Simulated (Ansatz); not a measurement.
**Energy against volume for CaTiO3 (cubic perovskite)**

CaTiO3 (cubic perovskite)

```yaml
crystal:
  lattice:
    - [3.84096, 0.00000, 0.00000]
    - [0.00000, 3.84096, 0.00000]
    - [0.00000, 0.00000, 3.84096]
  atoms:
    - { symbol: Ca, position: [0.00000, 0.00000, 0.00000] }
    - { symbol: Ti, position: [0.50000, 0.50000, 0.50000] }
    - { symbol: O, position: [0.00000, 0.50000, 0.50000] }
    - { symbol: O, position: [0.50000, 0.50000, 0.00000] }
    - { symbol: O, position: [0.50000, 0.00000, 0.50000] }
```

Equation-of-state scan: isotropic scaling of the cell above, V₀ being its volume. Symmetry pins the atoms to their sites.

Computed with PBEsol (plane waves to 420 eV, PAW, scalar-relativistic; Ansatz, a first-principles code). k mesh 9×9×9 (Γ-centred), Fermi-Dirac smearing 0.05 eV. E stands for the smeared free energy. CaTiO3 is run without spin polarisation. CaTiO3 was relaxed with its symmetry unable to fall. This is a high-temperature form of CaTiO3. ΔE is measured from the relaxed starting cell.

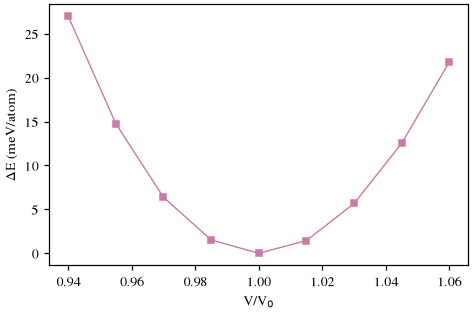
ΔE (meV/atom) against V/V₀; one marker a computed point.

The pressure derivative B₀′ (fit) is 4.3. The energy cost of the largest expansion comes out as 21.8 meV/atom and the bulk modulus B₀ (third-order Birch-Murnaghan fit) is 190 GPa. The equilibrium volume of the fit is 11.33 Å³/atom and the energy cost of the largest compression comes out as 27.0 meV/atom.

Check by three points about V = 11.333 Å³/atom, step 0.170: d²E/dV² ≈ (1.5 − 2·0.0 + 1.4) meV / 0.170² = 0.100 eV/Å⁶, and V·d²E/dV² × 160.2 = 182 GPa.

(A scan under strain: stresses follow from slopes of the energy per volume, elastic moduli from its curvatures.)
